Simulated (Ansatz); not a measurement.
The parent structure is Si in the diamond structure (space group Fd-3m, No. 227; a = 5.402 Å). Axes: x, y, z lie along the cube axes.

Perturbation: compressive biaxial strain of 1.25 % in the plane normal to [111], as in epitaxy on a mismatched substrate; the out-of-plane cell vector and the atoms relax.

Calculations: plane-wave PAW DFT at the LDA level (Ansatz, a quantum-chemistry and plane-wave program, 420 eV), no SOC.

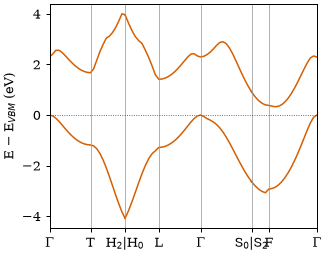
*Highest valence and lowest conduction band along the path of the changed cell's own zone*

Problem. Read the changed gap and its character from the plot.

Solution. About 0.3 eV, indirect, Γ → F–Γ (13 % along).

Whether these cells are dynamically stable was not tested. Labels are those of the standard path for the cell's own space group.
